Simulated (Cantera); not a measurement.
Charge: 1 mol PbO, 0.33 mol C, 0.019 mol CO, equilibrated at 8.10 bar.

These are equilibrium values from Cantera (NASA tables, ideal gas, pure condensed phases), not measurements of a reactor. Candidate condensed phases: C, Pb, PbO, PbO2, Pb3O4; 15 gas species. Each liquid is taken as pure. Mutual solubility and eutectic melting of coexisting phases are not modelled. Gases not in the tables: (PbO)n polymers. Rates play no part.

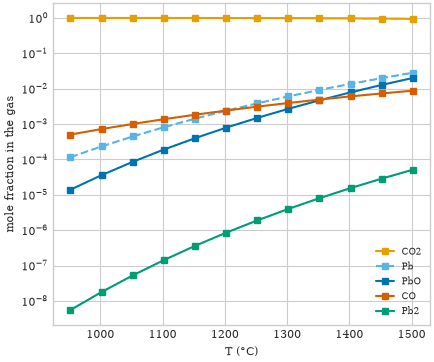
Fig. 1. Equilibrium gas composition (values under 1e-9 drawn at 1e-9)

Problem. Read off the mole fractions at 1002 °C.

Solution. CO2 about 1.00, CO about 0.00072, Pb about 0.00023, PbO about 3.6e-5, Pb2 about 1.8e-8.
